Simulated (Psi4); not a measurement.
# C2H3BFN (SMILES FB1C=NC1) at wB97M-V/def2-SVP

What is the vertical singlet–triplet gap of C2H3BFN at wB97M-V/def2-SVP? 

The calculation is run with Psi4 1.11.

4 further runs of the same task are left out: 4 set aside as unsound or not needed. Runs told in other sessions of the task aren't counted.

### Step 1. The molecule

C2H3BFN has 8 atoms, charge 0, and is taken as a singlet. SMILES: `FB1C=NC1`. Geometry: relaxed at PBE0-D4/def2-TZVP.

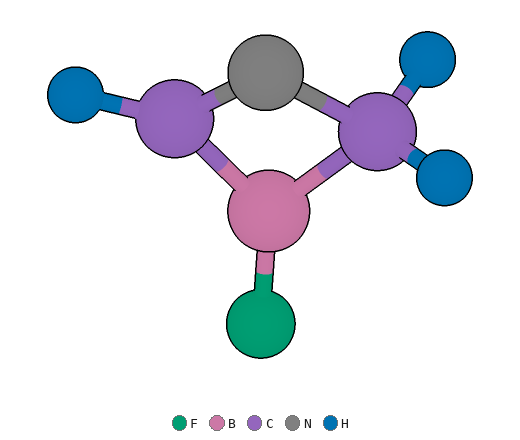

The structure, seen from a chosen angle (fluorine teal, boron pink, carbon purple, nitrogen grey, hydrogen blue).

### Step 2. The energy at wB97M-V/def2-SVP

The input, job.py:

```python
import psi4

psi4.set_memory('2200 MB')
psi4.set_num_threads(1)
psi4.set_output_file('c2h3bfn.out', False)

mol = psi4.geometry("""
0 1
F      0.213200    -1.007300     1.918400
B     -0.024100    -0.304800     0.836200
C      0.319000     1.128500     0.345800
N      0.303900     0.728600    -0.881200
C     -0.301700    -0.640600    -0.682300
H      0.656500     2.120900     0.633900
H      0.257100    -1.432700    -1.186200
H     -1.331600    -0.649700    -1.040300
symmetry c1
no_reorient
no_com
""")

psi4.set_options({
    'basis': 'def2-SVP',
    'reference': 'rks',
    'puream': True,
    'e_convergence': 1e-09,
    'd_convergence': 1e-08,
    'scf_type': 'pk',
    'dft_radial_points': 99,
    'dft_spherical_points': 590,
})

E, wfn = psi4.energy("wb97m-v", molecule=mol, return_wfn=True)
print('E =', round(E, 9))
```

Run with:

```
$ python job.py
```

c2h3bfn.out:

```text
[...]
  Running in c1 symmetry.
[...]
  Nuclear repulsion =  145.302480494240513
[...]
  Multiplicity = 1
[...]
  Nalpha       = 18
  Nbeta        = 18
[...]
    Number of basis functions: 85
[...]
   @RKS iter   1:  -257.05748675510193   -5.08849e-01   5.55335e-03 DIIS/ADIIS
[...]
   @RKS iter  14:  -257.17425831015350   -2.27374e-12   4.52925e-09 DIIS
[...]
    Orbital Energies [Eh]
    ---------------------
    Doubly Occupied:
       1A    -24.936047     2A    -14.543929     3A    -10.390004
       4A    -10.371808     5A     -6.984055     6A     -1.343912
       7A     -1.075196     8A     -0.802444     9A     -0.697646
      10A     -0.651749    11A     -0.622179    12A     -0.594473
      13A     -0.592225    14A     -0.547047    15A     -0.516812
      16A     -0.420500    17A     -0.416921    18A     -0.360272
[...]
  @RKS Final Energy:  -257.17425831015350
   => Energetics <=
    Nuclear Repulsion Energy =            145.3024804942405126
    One-Electron Energy =                -638.3462024246900910
    Two-Electron Energy =                 259.5327121125905592
    DFT Exchange-Correlation Energy =     -23.8072734063900100
    Empirical Dispersion Energy =           0.0000000000000000
    VV10 Nonlocal Energy =                  0.1440249140955100
    Total Energy =                       -257.1742583101535615
[...]
 Multipole Moments:
 ------------------------------------------------------------------------------------
     Multipole            Electronic (a.u.)      Nuclear  (a.u.)        Total (a.u.)
 ------------------------------------------------------------------------------------
 L = 1.  Multiply by 2.5417464519 to convert [e a0] to [Debye]
 Dipole X            :         -7.0587516            6.8245569           -0.2341947
 Dipole Y            :          4.7162759           -4.7689129           -0.0526369
 Dipole Z            :        -21.8399697           22.0466788            0.2067091
 Magnitude           :                                                    0.3167751
[...]
```

Standard output:

```text
E = -257.17425831
```

Run time: 1.8 min. Hardware: 1 thread of Intel Xeon 6975P-C (Granite Rapids), shared host; peak memory 1.5 GiB.

### Step 3. The triplet at the same level

The input, run_ase.py:

```python
import numpy as np
from ase.calculators.psi4 import Psi4
from ase import Atoms

mol = Atoms(['F', 'B', 'C', 'N', 'C', 'H', 'H', 'H'], positions=[
    [0.213200, -1.007300, 1.918400],
    [-0.024100, -0.304800, 0.836200],
    [0.319000, 1.128500, 0.345800],
    [0.303900, 0.728600, -0.881200],
    [-0.301700, -0.640600, -0.682300],
    [0.656500, 2.120900, 0.633900],
    [0.257100, -1.432700, -1.186200],
    [-1.331600, -0.649700, -1.040300],
])
calc = Psi4(atoms=mol, method='wb97m-v', basis='def2-SVP', memory='2200MB', num_threads=1, charge=0, multiplicity=3, label='psi4-calc', reference='uks')
calc.psi4.set_options({'puream': True, 'e_convergence': 1e-09, 'd_convergence': 1e-08, 'scf_type': 'pk', 'dft_radial_points': 99, 'dft_spherical_points': 590, 'maxiter': 100})
mol.calc = calc

print(f'energy: {mol.get_potential_energy():.6f} eV')
```

Run with:

```
$ python run_ase.py
```

psi4-calc.dat:

```text
[...]
  Running in c1 symmetry.
[...]
  Nuclear repulsion =  145.302480494240513
[...]
  Multiplicity = 3
[...]
  Nalpha       = 19
  Nbeta        = 17
[...]
    Number of basis functions: 85
[...]
   @UKS iter   1:  -256.94327492346497   -3.94637e-01   5.53683e-03 DIIS/ADIIS
[...]
   @UKS iter  20:  -257.05890392046564   -3.18323e-12   5.22164e-09 DIIS
[...]
   @S^2 Observed:                2.005737955E+00
[...]
    Orbital Energies [Eh]
    ---------------------
    Alpha Occupied:
       1A    -24.916545     2A    -14.580543     3A    -10.395297
       4A    -10.378650     5A     -6.967508     6A     -1.326468
       7A     -1.099286     8A     -0.817682     9A     -0.714581
      10A     -0.647570    11A     -0.639124    12A     -0.593076
      13A     -0.583968    14A     -0.558018    15A     -0.535625
      16A     -0.450452    17A     -0.428593    18A     -0.413209
      19A     -0.240626
    Alpha Virtual:
      20A      0.103451    21A      0.140639    22A      0.179575
      23A      0.187516    24A      0.193431    25A      0.209905
[...]
  @UKS Final Energy:  -257.05890392046564
   => Energetics <=
    Nuclear Repulsion Energy =            145.3024804942405126
    One-Electron Energy =                -638.2552458029413174
    Two-Electron Energy =                 259.5538990738057237
    DFT Exchange-Correlation Energy =     -23.8038164716548515
    Empirical Dispersion Energy =           0.0000000000000000
    VV10 Nonlocal Energy =                  0.1437787860843373
    Total Energy =                       -257.0589039204655819
  UHF NO Occupations:
  HONO-2 :   17  A 1.9985221
  HONO-1 :   18  A 1.0000000
[...]
 Multipole Moments:
 ------------------------------------------------------------------------------------
     Multipole            Electronic (a.u.)      Nuclear  (a.u.)        Total (a.u.)
 ------------------------------------------------------------------------------------
 L = 1.  Multiply by 2.5417464519 to convert [e a0] to [Debye]
 Dipole X            :          0.4626823           -0.6714293           -0.2087470
 Dipole Y            :         -1.2970291            1.3570595            0.0600303
 Dipole Z            :          3.9812103           -4.4530754           -0.4718651
 Magnitude           :                                                    0.5194571
[...]
```

Standard output:

```text
energy: -6994.929066 eV
```

Wall time 2.7 min (1 thread of Intel Xeon 6975P-C (Granite Rapids), shared host); peak memory 1.5 GiB.

### Step 4. What came out

At wB97M-V/def2-SVP:

```
                                        quantity          value
                           singlet: total energy  -257.17426 Eh
                          singlet: dipole moment         0.81 D
                            singlet: HOMO energy       -9.80 eV
                            singlet: LUMO energy        0.68 eV
                          singlet: HOMO–LUMO gap       10.48 eV
                           triplet: total energy  -257.05890 Eh
                          triplet: dipole moment         1.32 D
     triplet: HOMO energy (highest over α and β)       -6.55 eV
      triplet: LUMO energy (lowest over α and β)       -2.30 eV
                                   triplet: ⟨S²⟩          2.006
vertical energy of the triplet above the singlet       3.139 eV
```

In words: At this shape the triplet lies 3.14 eV (72 kcal/mol) above the singlet. With no_com the log's rotational constants are taken about the origin, not the centre of mass, so they aren't the molecule's.
